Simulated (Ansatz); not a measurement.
## Electronic structure of BH$_{2}$InN (charge +1) in real space

Input

```
crystal:
  periodic: [false, false, false]
  atoms:
    - symbol: B
      position_ang: [0.095505, -0.919848, 0.495092]
    - symbol: In
      position_ang: [-2.243844, -0.421566, -1.023607]
    - symbol: N
      position_ang: [1.213356, -1.157926, 1.220562]
    - symbol: H
      position_ang: [1.414539, -2.064667, 1.669398]
    - symbol: H
      position_ang: [1.946971, -0.450072, 1.378303]
basis:
  gaussian: {orbitals: def2-TZVPD}
output: {forces: true, orbitals: {seedname: orbitals}}
hamiltonian: {xc: pbe0}
total_charge: 1
```

Launched as:

```sh
ansatz run input.yaml --threads 1 --pin off --max-ram 2610MiB --events-out events.jsonl --progress --plain --runs-dir runs
```

Geometry: BLYP-D3(BJ)/def2-SVP; core potentials replace the inner electrons of In.

The calculation used isolated molecule in a Gaussian basis; Kohn-Sham density functional theory, functional PBE0 in Ansatz.

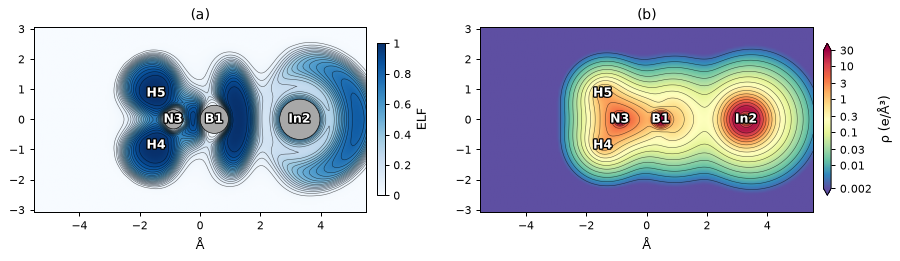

Figure 1. (a) ELF; (b) electron density on the molecular plane. Grey discs cover the atomic cores in the ELF map.

> What does the map show?

Atoms in the plane: B, In, N and H.
B–N (1.35 Å): ρ is about 2.2 e/Å³ halfway; the ELF peaks at about 0.90 between the atoms (a polar covalent bond).
In–B (2.83 Å): ρ is about 0.22 e/Å³ halfway; the ELF peaks at about 1 in the valence shell of B, 0.8 Å from its nucleus, and drops to about 0.15 between the two atoms.
N–H (1.03 Å): ρ at the midpoint is about 2.8 e/Å³; the ELF climbs to about 1 towards the hydrogen, as it does in any bond to H (an ordinary covalent bond to hydrogen).

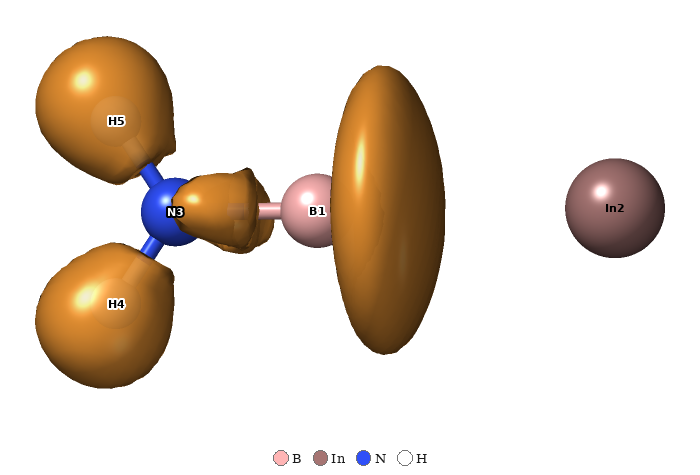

Figure 2. Isosurface of the electron localisation function at 0.85 (orange), seen across its widest extent. Only the valence region is drawn (cores and ρ < 0.01 e/Å³ removed).

> Identify the bonds, lone pairs and shells in this picture.

At this value the surface marks out one region between bonded B–N atoms (shared pairs), two regions around hydrogen nuclei and one region wrapped around B (its valence shell).

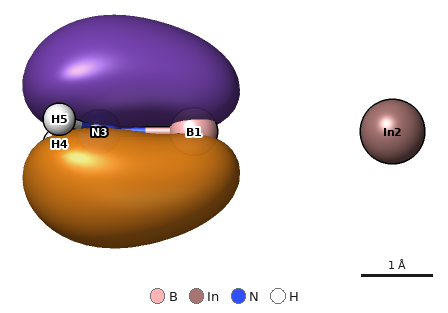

Figure 3. The HOMO−1 at ±0.1 Å⁻³ᐟ² (orange and purple are the two phases), seen from one side.

> Describe this orbital and give its energy.

Its weight (Hirshfeld) is mainly on N3 (about 70 %) and B1 (about 25 %); it changes sign across the molecular plane (π type); π-bonding across B1–N3. Its energy is −14.28 eV.

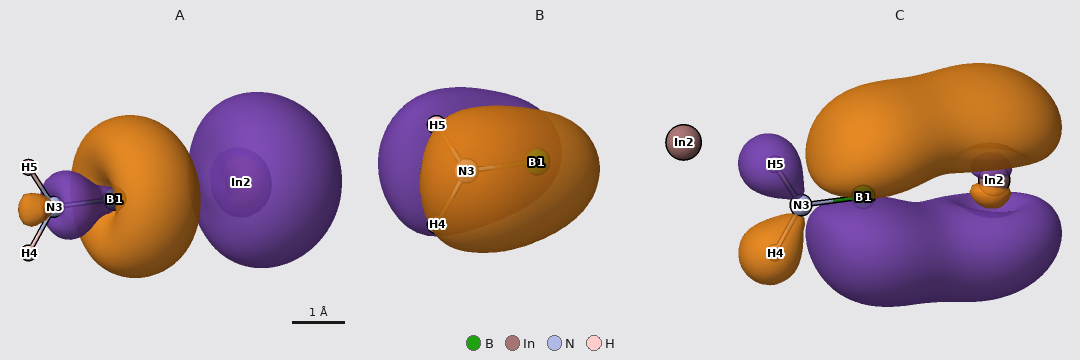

Figure 4. Three frontier orbitals at ±0.08 Å⁻³ᐟ² (orange and purple are the two phases), in no order.

> Which picture is the HOMO−1, the HOMO and the LUMO?

B is the HOMO−1 (−14.28 eV). Its weight (Hirshfeld) is mainly on N3 (about 70 %) and B1 (about 25 %); it changes sign across the molecular plane (π type); π-bonding across B1–N3. A is the HOMO (−11.71 eV). Its weight (Hirshfeld) is mainly on In2 (about 50 %) and B1 (about 45 %); it is symmetric in the molecular plane (an in-plane orbital: σ, lone-pair or in-plane π type). C is the LUMO (−6.95 eV). Its weight (Hirshfeld) is mainly on In2 (about 45 %) and B1 (about 45 %); it is symmetric in the molecular plane (an in-plane orbital: σ, lone-pair or in-plane π type).

> What is the HOMO–LUMO gap?

4.76 eV between the orbital energies.
